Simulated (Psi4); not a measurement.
# BH2 (boron dihydride): UB3LYP/6-31G(d) (Cartesian functions)

What is the vertical electron affinity of BH2 (boron dihydride) at UB3LYP/6-31G* (Cartesian functions)? 

The calculation is run with Psi4 1.11.

1 further run of the same task is left out (set aside as unsound or not needed).

### Step 1. The system as given

BH2: 3 atoms, total charge 0, spin state doublet. As SMILES, `[BH2]`. The shape is that of a PBE0-D4/def2-TZVP optimisation.

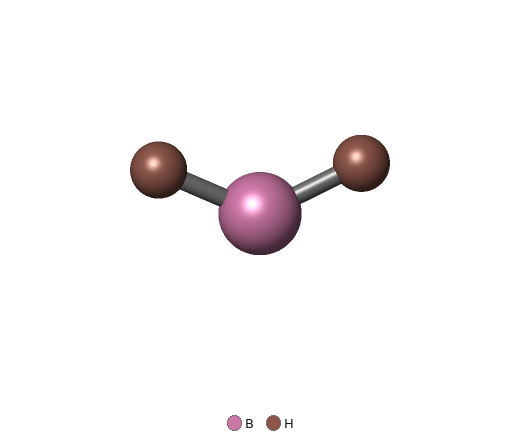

Viewed from a chosen angle; boron pink, hydrogen brown.

### Step 2. Energy and forces at UB3LYP/6-31G(d) (Cartesian functions)

bh2.py

```python
import psi4

psi4.set_memory(2200000000)
psi4.set_num_threads(1)
psi4.set_output_file('bh2.out', False)

mol = psi4.geometry("""
0 2
B      0.265070    -0.167660     0.129730
H      0.292070     1.014920     0.270850
H     -0.557150    -0.847260    -0.400590
units angstrom
symmetry c1
""")

psi4.set_options({
    'reference': 'uks',
    'puream': False,
    'e_convergence': 1e-09,
    'd_convergence': 1e-08,
    'scf_type': 'pk',
    'dft_radial_points': 99,
    'dft_spherical_points': 590,
    'maxiter': 100,
})

e, wfn = psi4.gradient('b3lyp/6-31G*', return_wfn=True)
psi4.oeprop(wfn, 'LOWDIN_CHARGES', 'WIBERG_LOWDIN_INDICES', 'MAYER_INDICES')
print('gradient / Eh bohr^-1')
print(e.np.round(6))
print(f'energy = {wfn.energy():.10f} Eh')
for k, v in sorted(psi4.core.scalar_variables().items()):
    print(f'{k:45s} {v:18.10f}')
```

The run is started by

```console
python bh2.py
```

bh2.out:

```text
[...]
  Running in c1 symmetry.
[...]
  Nuclear repulsion =    4.687773207578663
[...]
  Multiplicity = 2
[...]
  Nalpha       = 4
  Nbeta        = 3
[...]
    Number of basis functions: 19
[...]
   @UKS iter   1:   -25.91882587994511   -4.22885e-01   7.32307e-03 DIIS/ADIIS
[...]
   @UKS iter   9:   -25.93468025769342   -7.28306e-13   2.99640e-09 DIIS
[...]
   @S^2 Observed:                7.509081853E-01
[...]
    Orbital Energies [Eh]
    ---------------------
    Alpha Occupied:
       1A     -6.795290     2A     -0.503219     3A     -0.374005
       4A     -0.204718
    Alpha Virtual:
       5A     -0.075121     6A      0.147118     7A      0.196424
       8A      0.379080     9A      0.395029    10A      0.435162
      11A      0.447791    12A      0.880861    13A      0.932340
      14A      1.234876    15A      1.247789    16A      1.248942
      17A      1.665885    18A      1.679050    19A      3.343271
    Beta Occupied:
[...]
  @UKS Final Energy:   -25.93468025769342
   => Energetics <=
    Nuclear Repulsion Energy =              4.6877732075786627
    One-Electron Energy =                 -42.9736366475899985
    Two-Electron Energy =                  16.1797163136838336
    DFT Exchange-Correlation Energy =      -3.8285331313659232
    Empirical Dispersion Energy =           0.0000000000000000
    VV10 Nonlocal Energy =                  0.0000000000000000
    Total Energy =                        -25.9346802576934223
[...]
 Multipole Moments:
 ------------------------------------------------------------------------------------
     Multipole            Electronic (a.u.)      Nuclear  (a.u.)        Total (a.u.)
 ------------------------------------------------------------------------------------
 L = 1.  Multiply by 2.5417464519 to convert [e a0] to [Debye]
 Dipole X            :          0.6357661           -0.7658046           -0.1300385
 Dipole Y            :         -0.3632583            0.4375592            0.0743009
 Dipole Z            :          0.0000000           -0.0000000            0.0000000
 Magnitude           :                                                    0.1497686
[...]
  -Total Gradient:
     Atom            X                  Y                   Z
    ------   -----------------  -----------------  -----------------
       1       -0.001879250385     0.001074151226     0.000000000000
       2        0.000958260373    -0.000504537128     0.000000000000
       3        0.000920912967    -0.000569570077     0.000000000000
[...]
```

On the terminal:

```text
gradient / Eh bohr^-1
[[-0.001879  0.001074  0.      ]
 [ 0.000958 -0.000505  0.      ]
 [ 0.000921 -0.00057   0.      ]]
energy = -25.9346802577 Eh
CURRENT ENERGY                                    -25.9346802577
CURRENT REFERENCE ENERGY                          -25.9346802577
DD SOLVATION ENERGY                                 0.0000000000
DFT FUNCTIONAL TOTAL ENERGY                       -25.9346802577
DFT TOTAL ENERGY                                  -25.9346802577
DFT VV10 ENERGY                                     0.0000000000
DFT XC ENERGY                                      -3.8285331314
GRID ELECTRONS ALPHA                                4.0000000054
GRID ELECTRONS BETA                                 3.0000000052
GRID ELECTRONS TOTAL                                7.0000000107
NUCLEAR REPULSION ENERGY                            4.6877732076
ONE-ELECTRON ENERGY                               -42.9736366476
PCM POLARIZATION ENERGY                             0.0000000000
PE ENERGY                                           0.0000000000
SCF ITERATION ENERGY                              -25.9346802577
SCF ITERATIONS                                      9.0000000000
SCF TOTAL ENERGY                                  -25.9346802577
TWO-ELECTRON ENERGY                                16.1797163137
XC GRID RADIAL POINTS                              99.0000000000
XC GRID SPHERICAL POINTS                          590.0000000000
XC GRID TOTAL POINTS                           167889.0000000000
```

Wall time 14 s (1 thread of Intel Xeon at 2.50GHz (Skylake/Cascade Lake), shared host); peak memory 0.31 GiB.

### Step 3. The singlet anion at the same level

bh2.json

```json
{
 "schema_name": "qcschema_input",
 "schema_version": 1,
 "molecule": {
  "schema_name": "qcschema_molecule",
  "schema_version": 2,
  "symbols": ["B", "H", "H"],
  "geometry": [0.5009097, -0.31683148, 0.24515417, 0.55193231, 1.91792084, 0.51183232, -1.05286091, -1.60108936, -0.75700539],
  "molecular_charge": -1,
  "molecular_multiplicity": 1,
  "fix_symmetry": "c1"
 },
 "driver": "gradient",
 "model": {
  "method": "b3lyp",
  "basis": "6-31G*"
 },
 "keywords": {
  "reference": "rks",
  "puream": false,
  "e_convergence": 1e-09,
  "d_convergence": 1e-08,
  "scf_type": "pk",
  "dft_radial_points": 99,
  "dft_spherical_points": 590,
  "scf_properties": ["MAYER_INDICES", "MULLIKEN_CHARGES", "WIBERG_LOWDIN_INDICES"]
 }
}
```

The run is started by

```console
psi4 --qcschema bh2.json -n 1 --memory 2200MB
```

stdout:

```text
[...]
  Running in c1 symmetry.
[...]
  Nuclear repulsion =    4.687773208716163
[...]
  Multiplicity = 1
[...]
  Nalpha       = 4
  Nbeta        = 4
[...]
    Number of basis functions: 19
[...]
   @RKS iter   1:   -25.75659966117809   -2.60659e-01   1.95735e-02 ADIIS/DIIS
[...]
   @RKS iter   8:   -25.87354423515847   -1.69820e-12   7.37934e-09 DIIS
[...]
    Orbital Energies [Eh]
    ---------------------
    Doubly Occupied:
       1A     -6.425419     2A     -0.183734     3A     -0.065274
       4A      0.176502
[...]
  @RKS Final Energy:   -25.87354423515847
   => Energetics <=
    Nuclear Repulsion Energy =              4.6877732087161625
    One-Electron Energy =                 -45.2117399542989915
    Two-Electron Energy =                  18.6890621082671835
    DFT Exchange-Correlation Energy =      -4.0386395978428311
    Empirical Dispersion Energy =           0.0000000000000000
    VV10 Nonlocal Energy =                  0.0000000000000000
    Total Energy =                        -25.8735442351584730
[...]
 Multipole Moments:
 ------------------------------------------------------------------------------------
     Multipole            Electronic (a.u.)      Nuclear  (a.u.)        Total (a.u.)
 ------------------------------------------------------------------------------------
 L = 1.  Multiply by 2.5417464519 to convert [e a0] to [Debye]
 Dipole X            :          0.0077876           -0.7658046           -0.7580170
 Dipole Y            :         -0.0044481            0.4375592            0.4331111
 Dipole Z            :          0.0000000            0.0000000            0.0000000
 Magnitude           :                                                    0.8730264
[...]
  Mulliken Charges: (a.u.)
   Center  Symbol    Alpha    Beta     Spin     Total
       1     B     2.82286  2.82286  0.00000 -0.64571
       2     H     0.58857  0.58857  0.00000 -0.17714
       3     H     0.58857  0.58857  0.00000 -0.17714
   Total alpha =  4.00000, Total beta =  4.00000, Total charge = -1.00000
  Mayer Bond Indices:
[...]
  -Total Gradient:
     Atom            X                  Y                   Z
    ------   -----------------  -----------------  -----------------
       1       -0.053557304184     0.030601554843     0.000000000000
       2        0.023796374721    -0.020520347665    -0.000000000000
       3        0.029760845640    -0.010081159285    -0.000000000000
[...]
```

The result, in JSON:

```text
{
 "driver": "gradient",
 "model": {
  "method": "b3lyp",
  "basis": "6-31G*"
 },
 "success": true,
 "return_result": [-0.053557304183645175, 0.030601554843079692, 2.7032521071331685e-15, 0.0237963747212001, -0.020520347665431288, -3.6177824681376404e-16, 0.029760845640040293, -0.010081159284555843, -2.331930738640149e-16],
 "properties": {
  "calcinfo_nbasis": 19,
  "calcinfo_nmo": 19,
  "calcinfo_nalpha": 4,
  "calcinfo_nbeta": 4,
  "calcinfo_natom": 3,
  "nuclear_repulsion_energy": 4.6877732087161625,
  "return_energy": -25.873544235158473,
  "return_gradient": [-0.053557304183645175, 0.030601554843079692, 2.7032521071331685e-15, 0.0237963747212001, -0.020520347665431288, -3.6177824681376404e-16, 0.029760845640040293, -0.010081159284555843, -2.331930738640149e-16],
  "scf_one_electron_energy": -45.21173995429899,
  "scf_two_electron_energy": 18.689062108267184,
  "scf_xc_energy": -4.038639597842831,
  "scf_dipole_moment": [-0.75801704985893, 0.43311112024478515, 2.238925945706825e-15],
  "scf_total_energy": -25.873544235158473,
  "scf_total_gradient": [-0.053557304183645175, 0.030601554843079692, 2.7032521071331685e-15, 0.0237963747212001, -0.020520347665431288, -3.6177824681376404e-16, 0.029760845640040293, -0.010081159284555843, -2.331930738640149e-16],
  "scf_iterations": 8
 }
}
```

Wall time 9 s (1 thread of Intel Xeon at 2.50GHz (Skylake/Cascade Lake), shared host); peak memory 0.31 GiB.

### Step 4. Summary of results

Level: UB3LYP/6-31G* (Cartesian functions).

```
                                                            quantity         value
                                           doublet BH2: total energy  -25.93468 Eh
                                          doublet BH2: dipole moment        0.38 D
                     doublet BH2: HOMO energy (highest over α and β)      -5.57 eV
                      doublet BH2: LUMO energy (lowest over α and β)      -2.04 eV
                                                   doublet BH2: ⟨S²⟩         0.751
                               doublet BH2: largest force on an atom    0.111 eV/Å
                                         singlet anion: total energy  -25.87354 Eh
                                          singlet anion: HOMO energy       4.80 eV
                                          singlet anion: LUMO energy       6.47 eV
singlet anion: HOMO–LUMO gap (to an unbound level, set by the basis)       1.67 eV
                             singlet anion: largest force on an atom    3.172 eV/Å
                   vertical electron affinity (to the singlet anion)     -1.664 eV
```

The anion lies 1.66 eV (38 kcal/mol) above the neutral: the electron isn't bound at this level, and such a value depends on the basis. Without diffuse functions anions come out too high. The HOMO (singlet anion) lies at positive energy, 4.80 eV; only total energies tell whether the electron is bound.
